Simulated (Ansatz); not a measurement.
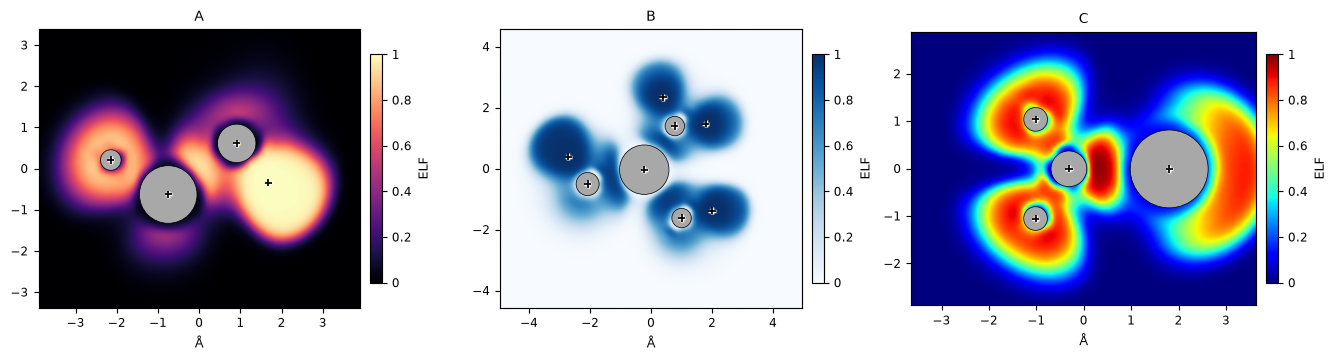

The electron localisation function of 3 systems, each on a plane through atoms (crosses mark nuclei in the plane; grey discs cover the cores).

Theory: isolated molecule in a Gaussian basis; Kohn-Sham density functional theory, functional PBE0 in Ansatz 0.2.0.

System 1: BFH₅SSi (doublet), the plane of atoms Si4, B1 and H7. Geometry: PBE0-D3(BJ)/def2-SVP.

```xyz
9

B    -0.9063    0.0014    1.4223
F    -1.1560   -0.6957   -1.5710
S    -1.8645    1.5392    1.2033
Si   -1.4801   -1.2933   -0.0941
H    -3.0233    1.1513    1.7835
H     0.2713    0.1334    1.1624
H    -1.2771   -0.7799    2.2854
H    -2.9448   -1.5648   -0.0260
H    -0.6751   -2.5353    0.0831
```

System 2: CH₈AlN₂ (SMILES [CH3][Al]([NH2])[NH3+]) (charge +1), the plane of atoms C1, Al2 and N4. Geometry: r2SCAN-D4/def2-SVP.

```yaml
atoms:
  - { symbol: C, position_ang: [-0.5280, -1.4665, 2.2290] }
  - { symbol: Al, position_ang: [-2.0636, -0.6721, 1.4053] }
  - { symbol: N, position_ang: [-3.8053, -0.7720, 1.4810] }
  - { symbol: N, position_ang: [-1.6044, 0.7036, 0.0229] }
  - { symbol: H, position_ang: [0.1178, -1.9816, 1.4977] }
  - { symbol: H, position_ang: [0.0993, -0.7218, 2.7478] }
  - { symbol: H, position_ang: [-0.8295, -2.2155, 2.9792] }
  - { symbol: H, position_ang: [-4.2903, -1.4066, 2.1143] }
  - { symbol: H, position_ang: [-4.5052, -0.2575, 0.9523] }
  - { symbol: H, position_ang: [-2.4233, 1.1333, -0.4250] }
  - { symbol: H, position_ang: [-1.0508, 1.4820, 0.4049] }
  - { symbol: H, position_ang: [-1.0316, 0.3230, -0.7420] }
```

System 3: CHF₂Ge (SMILES F[C](F)=[GeH+]) (charge +1), the plane of atoms F3, C1 and Ge4. Geometry: PBE0-D3(BJ)/pcseg-1.

```xyz
5

C    -1.3288    0.7917   -2.9638
F    -1.7619    1.8877   -3.4171
F    -1.0842   -0.0388   -3.8829
Ge   -1.2125    0.3340   -0.9021
H     0.2633    0.9019   -1.1031
```

Which map belongs to which system?

Panel A is system 1, BFH₅SSi: the plane holds B, F, Si and H. Si–F (1.63 Å): the ELF peaks at about 0.85 in the valence shell of F, 0.7 Å from its nucleus, and is about 0.50 at the midpoint. Panel B is system 2, CH₈AlN₂: the plane holds C, Al, N and H. Al–N (1.75 Å): the ELF peaks at about 0.90 in the valence shell of N, 0.7 Å from its nucleus, and is about 0.50 at the midpoint. Panel C is system 3, CHF₂Ge: the plane holds C, F and Ge. C–F (1.26 Å): the ELF peaks at about 0.85 between the atoms; a polar covalent bond.
